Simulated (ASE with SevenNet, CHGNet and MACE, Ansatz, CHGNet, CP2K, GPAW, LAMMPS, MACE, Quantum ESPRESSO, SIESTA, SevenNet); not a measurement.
# Mg36Fe35Al29 (at. %) at 1400 K with crystalline order left by the classical run (69 atoms) in machine-learned potentials

Wanted: machine-learned potentials inputs and outputs for Mg36Fe35Al29 (at. %) at 1400 K with crystalline order left by the classical run (69 atoms), checked against a plane-wave reference.

Method: the method is named at each step, in ASE with SevenNet, CHGNet and MACE.

## 1. The structure

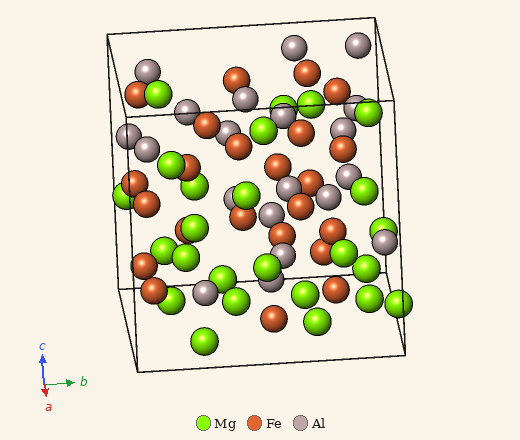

The starting structure, seen slightly off an axis (magnesium green, iron orange, aluminium light grey).

The cell holds 69 atoms: 25 Mg, 24 Fe and 20 Al. Its edges and angles: a = 11.327 Å, b = 11.327 Å, c = 11.327 Å, α = 90.0°, β = 90.0°, γ = 90.0°. 69 atoms (25 Mg, 24 Fe, 20 Al) placed at random at 3.11 g/cm³, melted at 2000 K for 10 ps at fixed volume with the MEAM Al-Si-Mg-Cu-Fe potential (Jelinek et al., Phys. Rev. B 85, 245102 (2012)). Snapshot at the end of a hold of 10 ps at 1400 K and zero pressure.

The yardstick, on the same geometry:

| Quantity | Value |
| --- | --- |
| method | Kohn-Sham DFT, PBE, SSSP efficiency 1.3.0 pseudopotentials, plane waves (Quantum ESPRESSO 7.5); sssp-pbe-1.3.0-efficiency, cutoffs 60/480 Ry, Γ point |
| r.m.s. force component | 0.6411 eV/Å |
| longest force | 3.845 eV/Å |
| pressure | -3.837 GPa |
| time | 16 min on 4 MPI ranks of Arm Neoverse V1, shared host |
| CPU time | 64 min |

## 2. SevenNet l3i5 potential

Method: machine-learned interatomic potential SevenNet l3i5, trained on PBE(+U) plane-wave data.

The input, run.py:

```python
import numpy as np
from ase.io import read
import mlip  # loads the published weights by name

atoms = read("structure.xyz")
atoms.calc = mlip.calc("7net-l3i5")
energy = atoms.get_potential_energy()
forces = atoms.get_forces()
print(f"energy {energy:.6f} eV")
print("forces (eV/A)")
for i, (a, f) in enumerate(zip(atoms, forces)):
    print(f"{i:4d} {a.symbol:2s} {f[0]:10.5f} {f[1]:10.5f} {f[2]:10.5f}")
stress = -atoms.get_stress(voigt=False) * 160.21766
print("stress (GPa, compression positive)")
for row in stress:
    print(" ".join(f"{x:10.4f}" for x in row))
```

The input, structure.xyz:

```xyz
69
Lattice="11.32714 0.00000 0.00000 0.00000 11.32714 0.00000 0.00000 0.00000 11.32714" Properties=species:S:1:pos:R:3 pbc="T T T"
Mg 7.54410 5.98583 9.10260
Mg 0.48831 4.38610 0.31478
Mg 9.20387 10.02701 6.69253
Mg 7.71276 2.46014 3.75936
Mg 8.42309 5.08441 6.57087
Mg 10.44102 5.72292 3.98591
Mg 5.80516 3.07113 6.26765
Mg 0.34763 10.47840 0.34548
Mg 1.56813 1.92052 2.09779
Mg 6.45704 4.57390 1.26184
Mg 9.17849 9.04778 3.99225
Mg 9.38012 2.99138 0.54144
Mg 5.59028 7.54388 1.08854
Mg 9.19061 11.26110 1.59860
Mg 8.78318 7.96819 10.54625
Mg 1.47955 0.43077 4.62000
Mg 10.14051 1.87940 8.69063
Mg 10.51023 7.72511 1.47083
Mg 6.86674 1.65002 10.78831
Mg 4.09963 11.05506 3.18474
Mg 10.23430 2.73992 5.87029
Mg 0.13593 7.30147 7.57344
Mg 5.81365 10.23781 0.80094
Mg 4.27316 1.95495 0.75473
Mg 7.74051 10.43400 9.66885
Fe 5.52583 7.68218 8.23517
Fe 6.10193 8.80402 3.97956
Fe 7.21527 0.93630 6.07407
Fe 4.07732 0.96281 9.91465
Fe 2.36624 8.59390 1.87668
Fe 0.37561 8.26134 4.29638
Fe 6.13931 5.03605 4.87701
Fe 2.36760 5.23971 9.70736
Fe 8.52707 6.01290 1.07030
Fe 4.80135 0.60747 6.20976
Fe 6.42339 1.12682 1.95031
Fe 4.53006 5.07648 7.48588
Fe 6.10057 3.69287 9.02524
Fe 3.73037 9.52261 6.81713
Fe 7.38484 7.41712 5.59402
Fe 7.97850 2.66414 7.82445
Fe 4.31462 6.75267 3.34037
Fe 9.80296 0.56047 4.18560
Fe 2.35287 6.82018 5.75237
Fe 7.55951 8.73968 1.87011
Fe 4.68332 2.79746 3.97311
Fe 2.21423 9.46609 8.88784
Fe 3.75268 8.15373 10.28063
Fe 3.15393 2.91425 6.23117
Al 3.52806 3.03296 8.81818
Al 1.80974 4.81166 7.19726
Al 4.57447 10.11853 8.87425
Al 3.05855 7.10563 8.23053
Al 6.82041 6.60350 3.28453
Al 7.35437 10.90158 3.76514
Al 6.21441 9.57132 6.39213
[... 9 atom lines left out ...]
Al 4.84779 5.43091 9.66375
Al 2.87302 8.86530 4.44273
Al 10.71457 3.04711 3.12437
Al 1.41080 1.56258 10.01342
```

On the command line:

```sh
OMP_NUM_THREADS=1 python run.py > output.txt
```

Output:

```text
energy -288.739990 eV
forces (eV/A)
   0 Mg   -0.31395   -0.61573    0.29358
   1 Mg    0.43766    0.65371    0.08804
   2 Mg    0.00405    0.34062   -0.03455
   3 Mg    0.15664    0.83513    0.28156
   4 Mg   -0.18587   -0.10418   -0.55822
   5 Mg   -0.50692    0.50976    0.18463
   6 Mg   -0.22973   -0.23717    1.02549
   7 Mg    0.19210   -0.24286   -0.18519
   8 Mg    0.42011   -0.34085   -0.39098
   9 Mg   -0.84169   -0.89751    0.09570
  10 Mg    0.05447   -0.60350    0.09633
  11 Mg   -0.84116    0.17032    0.09535
  12 Mg   -0.67153   -0.86513   -1.16329
  13 Mg   -0.83725    0.04604   -0.08251
  14 Mg    0.14546    0.20950    0.29857
  15 Mg   -0.14906   -0.03959    0.45300
  16 Mg    0.81450   -0.51064    0.84667
  17 Mg    0.98720    0.39162    0.75987
  18 Mg   -0.03680    0.39653   -0.48843
  19 Mg    0.52408    0.40734    0.14091
  20 Mg   -0.05087   -0.11361    0.14088
  21 Mg    0.05458   -0.43269    0.02947
  22 Mg   -0.58583    0.72182   -0.70909
  23 Mg   -0.38042    0.84731    1.05168
[...]
61 Al    0.92493   -1.22947    0.18336
  62 Al   -0.41758    0.67311    1.41990
  63 Al   -0.05039   -0.44441   -0.94539
  64 Al    0.09237    0.10153    0.40374
  65 Al   -1.01567    2.31599    2.14061
  66 Al    0.64523   -0.25242    0.04032
  67 Al   -0.41608   -0.39779    0.09278
  68 Al    0.93825   -0.28025    0.35006
stress (GPa, compression positive)
   -5.6282    -0.0008     0.8507
   -0.0008    -5.8827    -0.3046
    0.8507    -0.3046    -5.4191
```

Wall time 12 s (1 thread of Arm Neoverse V1, shared host); peak memory 1 GiB.

Banners, paths, timers and routine set-up lines are dropped from the logs unmarked, and long logs keep their key lines alone; longer cuts are marked.

Against the reference:

```
r.m.s. force component                  : 0.6411 eV/Å
r.m.s. difference of force components   : 239.9 meV/Å
longest difference of force vectors     : 1381 meV/Å
force difference over r.m.s. force      : 37.41 %
slope of forces against the reference's : 0.93
correlation of force components         : 0.93
pressure                                : -5.643 GPa
pressure difference                     : -1.807 GPa
```

Length of the force difference by element (eV/Å):

| element | atoms | mean | most |
| --- | --- | --- | --- |
| Al | 20 | 0.37 | 0.74 |
| Fe | 24 | 0.48 | 1.4 |
| Mg | 25 | 0.21 | 0.64 |

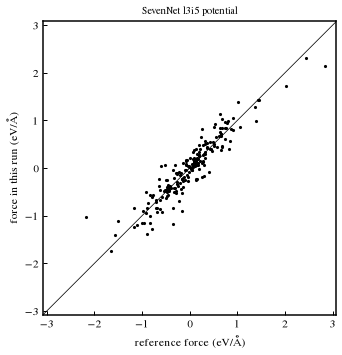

Force components against those of the reference; the line marks equality.

Local excerpt of 11 atoms (numbers count through the whole input) about Fe35, picked at random; x, y, z are measured from there.

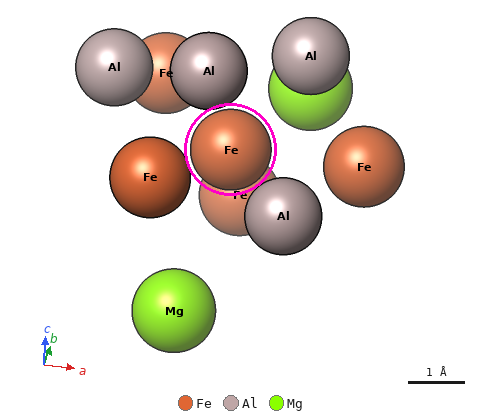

The atoms of the table, within 3.2 Å (arrows a, b, c point along x, y, z); some may hide others; the central atom is ringed.

| atom | x | y | z | distance (Å) | Fx | Fy | Fz (eV/Å) |
| --- | --- | --- | --- | --- | --- | --- | --- |
| Fe35 | 0.00 | 0.00 | 0.00 | 0.00 | -0.51 | -0.56 | -1.20 |
| Al58 | 1.27 | 0.51 | 1.91 | 2.35 | -0.49 | -0.20 | 1.71 |
| Fe28 | 2.41 | 0.33 | -0.14 | 2.44 | 0.86 | -0.66 | 0.05 |
| Al61 | -2.24 | -0.03 | 1.37 | 2.63 | 0.54 | 0.08 | 0.34 |
| Mg7 | 1.00 | 2.46 | 0.06 | 2.66 | -0.23 | -0.24 | 1.03 |
| Fe39 | -1.07 | -2.41 | 0.61 | 2.71 | -0.85 | -0.73 | -0.92 |
| Al56 | 1.41 | -2.36 | 0.18 | 2.76 | 0.12 | 0.57 | 0.14 |
| Fe49 | -1.65 | 2.31 | 0.02 | 2.83 | 0.57 | -1.16 | -0.69 |
| Fe46 | -0.12 | 2.19 | -2.24 | 3.13 | -0.08 | -0.39 | -0.11 |
| Mg20 | -0.70 | -0.88 | -3.03 | 3.23 | 0.52 | 0.41 | 0.14 |
| Al52 | -0.23 | -1.82 | 2.66 | 3.23 | 0.99 | -0.17 | 0.71 |

Atoms are counted from 1 here, from 0 in the log.

Forces lie 37 % from the reference's, at 0.0028 times its CPU time (on 1 against 4 cores).

## 3. CHGNet 0.3.0 potential

Method: machine-learned interatomic potential CHGNet 0.3.0, trained on PBE(+U) plane-wave data.

Changes to run.py since step 2:

```diff
@@ -5,3 +5,3 @@
 atoms = read("structure.xyz")
-atoms.calc = mlip.calc("7net-l3i5")
+atoms.calc = mlip.calc("chgnet-0.3.0")
 energy = atoms.get_potential_energy()
```

structure.xyz is that of step 2.

Output:

```text
CHGNet v0.3.0 initialized with 412,525 parameters
CHGNet will run on cpu
energy -291.846100 eV
forces (eV/A)
   0 Mg    0.07696   -0.35655    0.25857
   1 Mg    0.52730    0.54343    0.03674
   2 Mg    0.00327    0.40270    0.02580
   3 Mg    0.10086    0.79674    0.20002
   4 Mg   -0.08330   -0.16439   -0.55086
   5 Mg   -0.60007    0.39489    0.11743
   6 Mg    0.19560    0.47286    0.72537
   7 Mg    0.09549   -0.08523   -0.11147
   8 Mg    0.35979   -0.25686   -0.66104
   9 Mg   -0.81377   -1.12830   -0.09738
  10 Mg    0.20829   -0.88854   -0.05380
  11 Mg   -0.66642    0.00052    0.10310
  12 Mg   -0.64652   -0.60987   -1.04524
  13 Mg   -0.71463    0.16512   -0.17182
  14 Mg    0.17724    0.24519    0.45073
  15 Mg   -0.40878    0.13682    0.50770
  16 Mg    0.45021   -0.50221    0.68381
  17 Mg    0.62731    0.17561    0.72965
  18 Mg    0.10829    0.45148   -0.43058
  19 Mg    0.66603    0.43948   -0.03927
  20 Mg   -0.10142   -0.20996    0.07740
  21 Mg   -0.09447   -0.31877   -0.00470
  22 Mg   -0.39076    0.78971   -0.65771
  23 Mg   -0.38186    0.65599    0.89919
[...]
61 Al    0.55003   -1.22395    0.18504
  62 Al   -0.62362    0.70797    1.60735
  63 Al   -0.26921   -0.27345   -1.21538
  64 Al   -0.09516    0.06660    0.59591
  65 Al   -0.82868    2.06443    2.51267
  66 Al    0.51010   -0.10329    0.12572
  67 Al   -0.49881   -0.81568    0.11129
  68 Al    0.94417   -0.24436    0.54232
stress (GPa, compression positive)
   -3.7053     0.1354     0.7665
    0.1354    -4.2719    -0.0405
    0.7665    -0.0405    -3.9502
```

Run time: 5.5 s. Hardware: 1 thread; peak memory 0.81 GiB.

Against the reference:

| Item | Value |
| --- | --- |
| r.m.s. force component | 0.6884 eV/Å |
| r.m.s. difference of force components | 207.1 meV/Å |
| longest difference of force vectors | 1160 meV/Å |
| force difference over r.m.s. force | 32.3 % |
| slope of forces against the reference's | 1.024 |
| correlation of force components | 0.954 |
| pressure | -3.976 GPa |
| pressure difference | -0.1391 GPa |

Against the first run (37 %), the force difference from the reference is 32 %, at 0.43 times the CPU time.

## 4. MACE MPA-0 medium potential

Method: machine-learned interatomic potential MACE MPA-0 medium, trained on PBE(+U) plane-wave data.

Changes to run.py since step 3:

```diff
@@ -5,3 +5,3 @@
 atoms = read("structure.xyz")
-atoms.calc = mlip.calc("chgnet-0.3.0")
+atoms.calc = mlip.calc("mace-mpa-0-medium")
 energy = atoms.get_potential_energy()
```

structure.xyz is that of step 3.

Output:

```text
energy -289.989590 eV
forces (eV/A)
   0 Mg   -0.08184   -0.57445    0.21818
   1 Mg    0.45984    0.56580    0.01710
   2 Mg    0.11701    0.26788    0.09532
   3 Mg    0.09721    0.79675    0.37296
   4 Mg   -0.08757   -0.26824   -0.47688
   5 Mg   -0.53469    0.34655    0.23923
   6 Mg    0.01496    0.07694    0.72090
   7 Mg    0.00666   -0.18832   -0.22929
   8 Mg    0.36332   -0.26057   -0.45191
   9 Mg   -0.86896   -1.07972    0.09983
  10 Mg    0.14188   -0.77971   -0.22702
  11 Mg   -0.73703    0.03503    0.17191
  12 Mg   -0.62118   -0.66079   -0.93872
  13 Mg   -0.64934    0.09891   -0.17712
  14 Mg    0.30351    0.30634    0.30408
  15 Mg   -0.19421   -0.06377    0.54732
  16 Mg    0.73261   -0.47540    0.76365
  17 Mg    0.86971    0.26451    0.66750
  18 Mg    0.10248    0.53809   -0.38313
  19 Mg    0.45559    0.46398   -0.02077
  20 Mg   -0.13307   -0.15979    0.08655
  21 Mg   -0.32964   -0.34961    0.14419
  22 Mg   -0.46256    0.66190   -0.62989
  23 Mg   -0.44817    0.53671    0.72655
[...]
61 Al    0.49978   -1.12374    0.23056
  62 Al   -0.56688    0.63301    1.45201
  63 Al   -0.20744   -0.30568   -0.89699
  64 Al    0.12970    0.11208    0.50886
  65 Al   -0.72807    2.31229    2.77172
  66 Al    0.31334   -0.00733   -0.06839
  67 Al   -0.53729   -0.46738    0.12525
  68 Al    0.75162   -0.12984    0.32692
stress (GPa, compression positive)
   -3.9961     0.2780     0.7726
    0.2780    -4.7386     0.0309
    0.7726     0.0309    -3.9821
```

Elapsed: 9.9 s, on 1 thread; peak memory 0.87 GiB.

Compared with the plane-wave run:

```yaml
r_m_s_force_component: 0.6368 eV/Å
r_m_s_difference_of_force_components: 114.5 meV/Å
longest_difference_of_force_vectors: 418.5 meV/Å
force_difference_over_r_m_s_force: 17.86 %
slope_of_forces_against_the_reference_s: 0.9773
correlation_of_force_components: 0.984
pressure: -4.239 GPa
pressure_difference: -0.4022 GPa
```

Against the first run (37 %), the force difference from the reference is 18 %, at 0.82 times the CPU time.

## 5. Side by side

Differences are against the plane-wave reference, forces as r.m.s. over components; share is that over the reference's r.m.s. force, slope the least-squares factor from reference forces to these. Total energies of different programs have different zeros and aren't compared.

| run | Δ force, r.m.s. (meV/Å) | share (%) | slope | Δ pressure (GPa) | cores | CPU time | memory (GiB) |
| --- | --- | --- | --- | --- | --- | --- | --- |
| reference | - | - | - | - | 4 | 64 min | 5.2 |
| SevenNet l3i5 potential | 240 | 37.4 | 0.930 | -1.81 | 1 | 11 s | 1.0 |
| CHGNet 0.3.0 potential | 207 | 32.3 | 1.024 | -0.139 | 1 | 4.6 s | 0.81 |
| MACE MPA-0 medium potential | 114 | 17.9 | 0.977 | -0.402 | 1 | 8.8 s | 0.87 |

Times of the machine-learned potentials are mostly Python's start and the loading of weights.

CPU time is summed over cores on a shared host, where runs went side by side, so it is rough. Symmetry, cutoffs, thresholds, outputs and thread counts weren't matched or tuned between programs; memory under MPI is the largest rank's times the ranks.

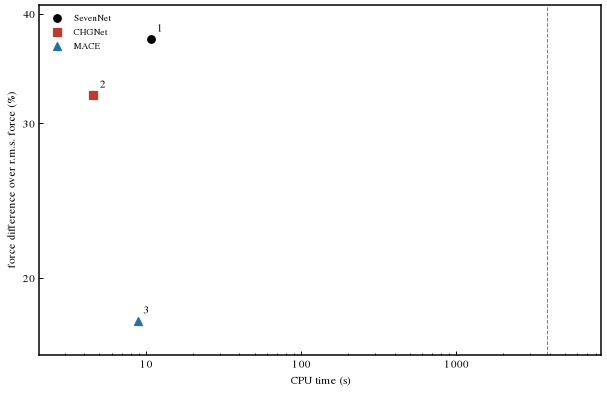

Force difference against CPU time; the dashed line marks the reference's time. Points: 1 SevenNet l3i5 potential; 2 CHGNet 0.3.0 potential; 3 MACE MPA-0 medium potential.

## 6. Summary of results

| Quantity | Value |
| --- | --- |
| nearest in forces | MACE MPA-0 medium potential, 18 % |
| its CPU time | 8.8 s |

In words: Machine-learned potentials differ by 18 % (MACE MPA-0 medium potential) to 37 % (SevenNet l3i5 potential); they were trained on other programs' data. The reference's pressure holds the uncorrected Pulay stress of its 60 Ry basis, so small pressure differences, and their order, may be the reference's own error. The frame stands for 1400 K, but pressures are static and levels are smeared at 580 K, under the temperature of the frame, which matters where levels are partly filled. Machine-learned potentials mimic data converged in k, so the reference's own k-point error enters their differences. The network of bonds at the start is that of the classical potential that made the cell, and needn't be the one that DFT or experiment would give. The electronic-structure runs sample only Γ, in a cell whose shortest periodic width is 11 Å, which is coarse for a cell with partly filled levels.

[Also dropped from logs without a mark: logging warnings of Python, and SIESTA's first energy breakdown and zero terms.]

[Logs are printed without paths, hosts, clocks, repeated set-up lines and the standing remarks that a program may print on its own settings, such as how far it seeks lower states.]

[Hosts, paths, dates, database ids (printed as entryN), source tags and the programs' standing remarks are cut or masked in the printed files.]
